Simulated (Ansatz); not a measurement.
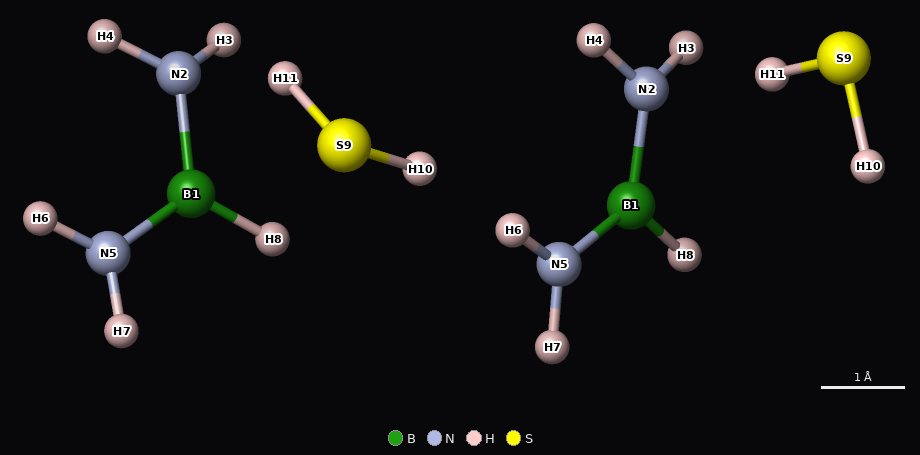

Two geometries of BN$_{2}$H$_{7}$S, drawn at one scale. One is the start of a relaxation, the other its converged end. Style: ball-and-stick. Shown at a tilt.

All numbers below come from Ansatz, RKS PBE0/6-31G*. Set-up: no spin polarisation; force threshold 0.03 eV/Å; at most 50 steps.

Question: Which one is relaxed?

Answer: The right one is the relaxed one. The run prepares an end point of a later path (reaction) calculation, from a guessed geometry. The energy falls by 24.7 kJ/mol in 25 accepted moves (28 points after the start). Largest force component: 1.8 eV/Å at the start, 0.0089 eV/Å at the end. The line search rejected the trial steps at points 9, 20, 22 of the run. The forces were under the threshold at step 15, but the run went on from there. The largest move after the best rigid fit is that of S9, 1.16 Å. By element the largest moves are S 1.16 Å, H 1.00 Å, B 0.41 Å, N 0.23 Å. Among the contacts that change: B1–N2 1.491 → 1.427 Å, S9–H11 1.377 → 1.360 Å. The run took 84 s on 1 thread of Arm Neoverse V2 (shared host), peak memory 0.15 GiB.

Limits of the set-up: the start holds two separate molecules, 2.3 Å apart at their closest, whose relative position is a soft coordinate and is computed without a dispersion correction.
